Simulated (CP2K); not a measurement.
# A workflow on AlCl3 (aluminium trichloride (monomer))

Aim: a series of 8 runs (RPA@PBE/ccGRB-D) of AlCl3. The setting varied is the cutoff. 

The results are computed with CP2K 2026.2.

8 further runs of the same task are left out: 8 set aside as unsound or not needed.

### Step 1. The structure to begin with

AlCl3: 4 atoms, total charge 0, spin state singlet. SMILES: `[Cl][Al]([Cl])[Cl]`. Geometry: a GFN2-xTB relaxation, a rough one for these elements and not checked as a minimum.

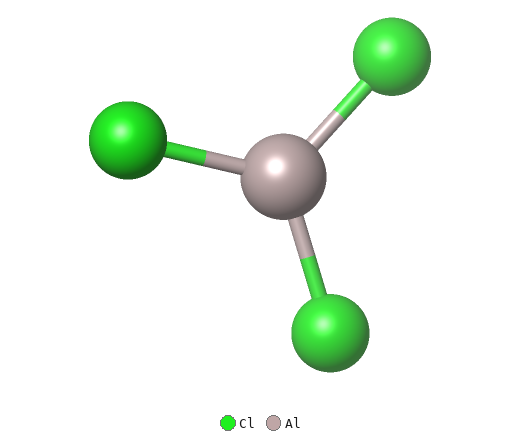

The structure, seen from a chosen angle (chlorine green, aluminium light grey).

### Step 2. A single-point energy at RPA@PBE/ccGRB-D (density fitting, core potential, minimax 1, quadrature points 10) (run 1)

Input file molecule.xyz:

```xyz
4

Cl    -1.119420    -0.106450     1.690130
Al     0.000870     0.000010     0.000110
Cl     1.690350    -1.111440    -0.170720
Cl    -0.571800     1.217890    -1.519520
```

Input file qs.inp:

```
&FORCE_EVAL
 METHOD QS
 &DFT
  BASIS_SET_FILE_NAME BASIS_ccGRB_UZH
  POTENTIAL_FILE_NAME POTENTIAL_UZH
  AUTO_BASIS RI_AUX MEDIUM
  SORT_BASIS EXP
  ! Quickstep
  &QS
   METHOD GPW
   EPS_DEFAULT 1.0E-10
  &END QS
  ! plane-wave cutoff in Ry
  &MGRID
   CUTOFF 350
   REL_CUTOFF 50
   NGRIDS 4
  &END MGRID
  &POISSON
   PERIODIC NONE
   POISSON_SOLVER WAVELET
  &END POISSON
  ! self-consistent field
  &SCF
   SCF_GUESS ATOMIC
   EPS_SCF 1.0E-06
   MAX_SCF 80
   ADDED_MOS 5
   &DIAGONALIZATION
    ALGORITHM STANDARD
   &END DIAGONALIZATION
   &MIXING
    METHOD DIRECT_P_MIXING
    ALPHA 0.4
   &END MIXING
  &END SCF
  &XC
   &XC_FUNCTIONAL PBE
   &END XC_FUNCTIONAL
   &WF_CORRELATION
    &RI_RPA
     QUADRATURE_POINTS 10
     MINIMAX_QUADRATURE T
     ! exact exchange
     &HF
      FRACTION 1
      &SCREENING
       EPS_SCHWARZ 1.0E-09
      &END SCREENING
      &MEMORY
       MAX_MEMORY 1750
      &END MEMORY
     &END HF
    &END RI_RPA
    MEMORY 1500
    &INTEGRALS
     ERI_METHOD OS
    &END INTEGRALS
    &LOW_SCALING
    &END LOW_SCALING
   &END WF_CORRELATION
  &END XC
  ! extra output
  &PRINT
   &MOMENTS
    PERIODIC F
    REFERENCE COM
    MAX_MOMENT 1
   &END MOMENTS
   &MO ON
    ENERGIES T
    OCCUPATION_NUMBERS T
    NDIGITS 6
    &EACH
     QS_SCF 0
    &END EACH
    ADD_LAST NUMERIC
   &END MO
   &HIRSHFELD OFF
   &END HIRSHFELD
  &END PRINT
 &END DFT
 ! structure
 &SUBSYS
  &CELL
   ABC 10.2 10.2 10.2
   PERIODIC NONE
  &END CELL
  &TOPOLOGY
   COORD_FILE_NAME molecule.xyz
   COORD_FILE_FORMAT XYZ
   &CENTER_COORDINATES
   &END CENTER_COORDINATES
  &END TOPOLOGY
  &KIND Cl
   BASIS_SET ccGRB-D-q7
   POTENTIAL GTH-PBE-q7
  &END KIND
  &KIND Al
   BASIS_SET ccGRB-D-q3
   POTENTIAL GTH-PBE-q3
  &END KIND
 &END SUBSYS
&END FORCE_EVAL
&GLOBAL
 PROJECT qs
 RUN_TYPE ENERGY
 PRINT_LEVEL MEDIUM
&END GLOBAL
```

Run with:

```
OMP_NUM_THREADS=2 cp2k.psmp qs.inp > qs.out
```

Standard output:

```text
CP2K| version string:                                       CP2K version 2026.2
[...]
 GLOBAL| Method name                                                        CP2K
[...]
 GLOBAL| Run type                                                         ENERGY
[...]
 DFT| Spin restricted Kohn-Sham (RKS) calculation                            RKS
 DFT| Multiplicity                                                             1
[...]
 DFT| Charge                                                                   0
[...]
 FUNCTIONAL| PBE:
 QS| Method:                                                                 GPW
[...]
 QS| Density cutoff [a.u.]:                                                175.0
[...]
 QS| Relative density cutoff [a.u.]:                                        25.0
[...]
                             - Atoms:                                          4
[...]
                             - Spherical basis functions:                     52
[...]
 Number of electrons:                                                         24
[...]
     1 P_Mix/Diag. 0.40E+00    1.3     1.56420230       -47.0849870225 -4.71E+01
[...]
    12 DIIS/Diag.  0.31E-06    0.9     0.00000035       -47.1121599890 -5.07E-12
  *** SCF run converged in    12 steps ***
[...]
  Overlap energy of the core charge distribution:               0.00000000488343
  Self energy of the core charge distribution:               -106.74680334142359
  Core Hamiltonian energy:                                     24.60519739198636
  Hartree energy:                                              44.58444774847442
  Exchange-correlation energy:                                 -9.55500179291466
  Total energy:                                               -47.11215998899403
[...]
                     Mulliken Population Analysis
 #  Atom  Element  Kind  Atomic population                           Net charge
       1     Cl       1          7.107326                             -0.107326
       2     Al       2          2.678576                              0.321424
       3     Cl       1          7.106933                             -0.106933
       4     Cl       1          7.107165                             -0.107165
 # Total charge                             24.000000                  0.000000
[...]
  Dipole moment [Debye]
    X=  0.6875250E-02 Y= -0.1095019E-02 Z= -0.9005802E-03  Total=      0.0070199
[...]
 *** WARNING in minimax/minimax_rpa.F:119 :: The range for the Minimax     ***
 *** approximation is smaller than the lower bound for the required number ***
 *** of quadrature points. The Minimax parameters have been optimized for  ***
[...]
 ENERGY| Total FORCE_EVAL ( QS ) energy [hartree]            -47.061318530666433
[...]
```

Run time: 15 s. Hardware: 2 threads of Arm Neoverse V1, shared host; peak memory 0.81 GiB.

### Step 3. The doublet cation: the energy at RPA@PBE/ccGRB-D (density fitting, core potential, minimax 1, quadrature points 10) (run 2)

molecule.xyz is that of step 2.

Input file molecule.inp:

```
&GLOBAL
  PROJECT molecule
  RUN_TYPE ENERGY
  PRINT_LEVEL MEDIUM
&END GLOBAL

&FORCE_EVAL
  METHOD QS
  &DFT
    BASIS_SET_FILE_NAME BASIS_ccGRB_UZH
    POTENTIAL_FILE_NAME POTENTIAL_UZH
    AUTO_BASIS RI_AUX MEDIUM
    SORT_BASIS EXP
    CHARGE 1
    MULTIPLICITY 2
    UKS T
    &QS
      METHOD GPW
      EPS_DEFAULT 1.0E-10
    &END QS
    &MGRID
      CUTOFF 350
      REL_CUTOFF 50
      NGRIDS 4
    &END MGRID
    ! isolated system
    &POISSON
      PERIODIC NONE
      POISSON_SOLVER WAVELET
    &END POISSON
    &SCF
      SCF_GUESS ATOMIC
      EPS_SCF 1.0E-06
      MAX_SCF 30
      &OT
        MINIMIZER CG
        PRECONDITIONER FULL_ALL
      &END OT
      &OUTER_SCF
        EPS_SCF 1.0E-06
        MAX_SCF 5
      &END OUTER_SCF
    &END SCF
    &XC
      &XC_FUNCTIONAL PBE
      &END XC_FUNCTIONAL
      &WF_CORRELATION
        &RI_RPA
          QUADRATURE_POINTS 10
          MINIMAX_QUADRATURE T
          ! exact exchange
          &HF
            FRACTION 1
            &SCREENING
              EPS_SCHWARZ 1.0E-09
            &END SCREENING
            &MEMORY
              MAX_MEMORY 1750
            &END MEMORY
          &END HF
        &END RI_RPA
        MEMORY 1500
        &INTEGRALS
          ERI_METHOD OS
        &END INTEGRALS
        &LOW_SCALING
        &END LOW_SCALING
      &END WF_CORRELATION
    &END XC
    &PRINT
      &MOMENTS
        PERIODIC F
        REFERENCE COM
        MAX_MOMENT 1
      &END MOMENTS
      &MO_CUBES
        NLUMO 3
        NHOMO -1
        WRITE_CUBE F
      &END MO_CUBES
      &HIRSHFELD OFF
      &END HIRSHFELD
    &END PRINT
  &END DFT
  &SUBSYS
    ! box in angstrom
    &CELL
      ABC 10.2 10.2 10.2
      PERIODIC NONE
    &END CELL
    &TOPOLOGY
      COORD_FILE_NAME molecule.xyz
      COORD_FILE_FORMAT XYZ
      &CENTER_COORDINATES
      &END CENTER_COORDINATES
    &END TOPOLOGY
    &KIND Cl
      BASIS_SET ccGRB-D-q7
      POTENTIAL GTH-PBE-q7
    &END KIND
    &KIND Al
      BASIS_SET ccGRB-D-q3
      POTENTIAL GTH-PBE-q3
    &END KIND
  &END SUBSYS
&END FORCE_EVAL
```

Run with:

```
OMP_NUM_THREADS=2 cp2k.psmp molecule.inp > molecule.out
```

Standard output:

```text
CP2K| version string:                                       CP2K version 2026.2
[...]
 GLOBAL| Method name                                                        CP2K
[...]
 GLOBAL| Run type                                                         ENERGY
[...]
 DFT| Spin unrestricted (spin-polarized) Kohn-Sham calculation               UKS
 DFT| Multiplicity                                                             2
[...]
 DFT| Charge                                                                   1
[...]
 FUNCTIONAL| PBE:
 QS| Method:                                                                 GPW
[...]
 QS| Density cutoff [a.u.]:                                                175.0
[...]
 QS| Relative density cutoff [a.u.]:                                        25.0
[...]
                             - Atoms:                                          4
[...]
                             - Spherical basis functions:                     52
[...]
 Number of electrons:                                                         12
[...]
     1 OT CG       0.15E+00    1.7     0.07589948       -45.4332628149 -4.54E+01
[...]
     6 OT CG       0.44E+00    1.3     0.00000084       -46.7135907740 -4.11E-10
  *** SCF run converged in     6 steps ***
[...]
  Overlap energy of the core charge distribution:               0.00000000488343
  Self energy of the core charge distribution:               -106.74680334142359
  Core Hamiltonian energy:                                     24.30378952057081
  Hartree energy:                                              44.95111891358099
  Exchange-correlation energy:                                 -9.22169587158822
  Total energy:                                               -46.71359077397656
[...]
                     Mulliken Population Analysis
 #  Atom  Element  Kind  Atomic population (alpha,beta) Net charge  Spin moment
       1     Cl       1         3.566693     3.211055     0.222252     0.355638
       2     Al       2         1.300555     1.365844     0.333602    -0.065289
       3     Cl       1         3.566204     3.211870     0.221926     0.354334
       4     Cl       1         3.566549     3.211231     0.222220     0.355318
 # Total charge and spin       12.000000    11.000000     1.000000     1.000000
[...]
  Dipole moment [Debye]
    X=  0.1004925E-02 Y=  0.1774984E-02 Z=  0.1306100E-02  Total=      0.0024221
[...]
 HOMO - LUMO gap [eV] :    0.484666
[...]
 ENERGY| Total FORCE_EVAL ( QS ) energy [hartree]            -46.662856214925306
[...]
```

Wall time 84 s (2 threads of Arm Neoverse V1, shared host); peak memory 1 GiB.

Runs 3 to 7 aren't shown in full; the table further down has their settings and results.

### Step 4. The doublet cation: a single-point energy at RPA@PBE/ccGRB-D (density fitting, core potential, minimax 1, quadrature points 10) (run 8)

molecule.xyz is that of step 3.

Input file molecule.inp:

```
&GLOBAL
   PROJECT molecule
   RUN_TYPE ENERGY
   PRINT_LEVEL MEDIUM
&END

&FORCE_EVAL
   METHOD QS
   &DFT
      BASIS_SET_FILE_NAME BASIS_ccGRB_UZH
      POTENTIAL_FILE_NAME POTENTIAL_UZH
      AUTO_BASIS RI_AUX MEDIUM
      SORT_BASIS EXP
      CHARGE 1
      MULTIPLICITY 2
      SPIN_POLARIZED T
      &QS
         METHOD GPW
         EPS_DEFAULT 1.0E-10
      &END
      ! real-space grids
      &MGRID
         CUTOFF 800
         REL_CUTOFF 50
         NGRIDS 4
      &END
      &POISSON
         PERIODIC NONE
         POISSON_SOLVER WAVELET
      &END
      &SCF
         SCF_GUESS ATOMIC
         EPS_SCF 1.0E-06
         MAX_SCF 30
         &OT ON
            MINIMIZER CG
            PRECONDITIONER FULL_ALL
         &END
         &OUTER_SCF
            EPS_SCF 1.0E-06
            MAX_SCF 5
         &END
      &END
      &XC
         &XC_FUNCTIONAL PBE
         &END
         &WF_CORRELATION
            &RI_RPA
               QUADRATURE_POINTS 10
               MINIMAX_QUADRATURE T
               ! exact exchange
               &HF
                  FRACTION 1
                  &SCREENING
                     EPS_SCHWARZ 1.0E-09
                     SCREEN_ON_INITIAL_P F
                  &END
                  &INTERACTION_POTENTIAL
                     POTENTIAL_TYPE COULOMB
                  &END
                  &MEMORY
                     MAX_MEMORY 1750
                  &END
               &END
            &END
            MEMORY 1500
            &INTEGRALS
               ERI_METHOD OS
            &END
            &LOW_SCALING
            &END
         &END
      &END
      &PRINT
         &MOMENTS
            PERIODIC F
            REFERENCE COM
            MAX_MOMENT 1
         &END
         &MO_CUBES
            NLUMO 3
            NHOMO -1
            WRITE_CUBE F
         &END
         &HIRSHFELD OFF
         &END
      &END
   &END
   ! structure
   &SUBSYS
      ! box in angstrom
      &CELL
         ABC [angstrom] 10.2 10.2 10.2
         PERIODIC NONE
      &END
      &TOPOLOGY
         COORD_FILE_NAME molecule.xyz
         COORD_FILE_FORMAT XYZ
         &CENTER_COORDINATES
         &END
      &END
      &KIND Cl
         BASIS_SET ccGRB-D-q7
         POTENTIAL GTH-PBE-q7
      &END
      &KIND Al
         BASIS_SET ccGRB-D-q3
         POTENTIAL GTH-PBE-q3
      &END
   &END
&END
```

Run with:

```
OMP_NUM_THREADS=2 cp2k.psmp molecule.inp > molecule.out
```

Standard output:

```text
CP2K| version string:                                       CP2K version 2026.2
[...]
 GLOBAL| Method name                                                        CP2K
[...]
 GLOBAL| Run type                                                         ENERGY
[...]
 DFT| Spin unrestricted (spin-polarized) Kohn-Sham calculation               UKS
 DFT| Multiplicity                                                             2
[...]
 DFT| Charge                                                                   1
[...]
 FUNCTIONAL| PBE:
 QS| Method:                                                                 GPW
[...]
 QS| Density cutoff [a.u.]:                                                400.0
[...]
 QS| Relative density cutoff [a.u.]:                                        25.0
[...]
                             - Atoms:                                          4
[...]
                             - Spherical basis functions:                     52
[...]
 Number of electrons:                                                         12
[...]
     1 OT CG       0.15E+00    7.9     0.07589947       -45.4332628292 -4.54E+01
[...]
     6 OT CG       0.44E+00    7.2     0.00000084       -46.7135906585 -4.11E-10
  *** SCF run converged in     6 steps ***
[...]
  Overlap energy of the core charge distribution:               0.00000000488343
  Self energy of the core charge distribution:               -106.74680334142359
  Core Hamiltonian energy:                                     24.30378836094441
  Hartree energy:                                              44.95112008981841
  Exchange-correlation energy:                                 -9.22169577268222
  Total energy:                                               -46.71359065845955
[...]
                     Mulliken Population Analysis
 #  Atom  Element  Kind  Atomic population (alpha,beta) Net charge  Spin moment
       1     Cl       1         3.566693     3.211055     0.222253     0.355638
       2     Al       2         1.300553     1.365843     0.333604    -0.065290
       3     Cl       1         3.566206     3.211872     0.221922     0.354334
       4     Cl       1         3.566548     3.211231     0.222221     0.355317
 # Total charge and spin       12.000000    11.000000     1.000000     1.000000
[...]
  Dipole moment [Debye]
    X=  0.1003259E-02 Y=  0.1775075E-02 Z=  0.1312248E-02  Total=      0.0024248
[...]
 HOMO - LUMO gap [eV] :    0.484665
[...]
 ENERGY| Total FORCE_EVAL ( QS ) energy [hartree]            -46.662856246010747
[...]
```

Run time: 7.1 min. Hardware: 2 threads of Arm Neoverse V1, shared host; peak memory 2.6 GiB.

### Step 5. The series

```csv
run,cutoff,iteration cap,partner,energy (Eh),HOMO energy (eV),LUMO energy (eV),correlation energy (mEh),wall time
1,350,80,base,-47.061319,-7.92,-1.90,-707.3,15 s
2,350,30,cation,-46.662856,-14.27,-13.78,-752.6,84 s
3,450,80,base,-47.061319,-7.92,-1.90,-707.3,28 s
4,450,30,cation,-46.662856,-14.27,-13.78,-752.6,2.9 min
5,600,80,base,-47.061319,-7.92,-1.90,-707.3,44 s
6,600,30,cation,-46.662856,-14.27,-13.78,-752.6,4.7 min
7,800,80,base,-47.061319,-7.92,-1.90,-707.3,63 s
8,800,30,cation,-46.662856,-14.27,-13.78,-752.6,7.1 min
```

Convergence of the total energy of singlet AlCl3 with the cutoff, against the last point:

```csv
cutoff,from the last (mEh),wall time
350 Ry,+0.000,15 s
450 Ry,-0.000,28 s
600 Ry,-0.000,44 s
800 Ry,+0.000,63 s
```

Convergence of the dipole moment (of the density that the program reports) of singlet AlCl3 with the cutoff, against the last point:

```csv
cutoff,from the last (D),wall time
350 Ry,+0.0000,15 s
450 Ry,-0.0000,28 s
600 Ry,-0.0000,44 s
800 Ry,+0.0000,63 s
```

### Step 6. Results

| quantity | value |
| --- | --- |
| doublet cation, run 8: total energy | -46.66286 Eh |
| doublet cation, run 8: HOMO energy (PBE Kohn–Sham orbitals) (highest over α and β) | -14.27 eV |
| doublet cation, run 8: LUMO energy (PBE Kohn–Sham orbitals) (lowest over α and β) | -13.78 eV |
| doublet cation, run 8: RPA correlation energy | -752.6 mEh |
| doublet cation, run 8: ⟨S²⟩ of the reference determinant | 0.752 |

All runs together took 19 min, the longest 7.1 min.
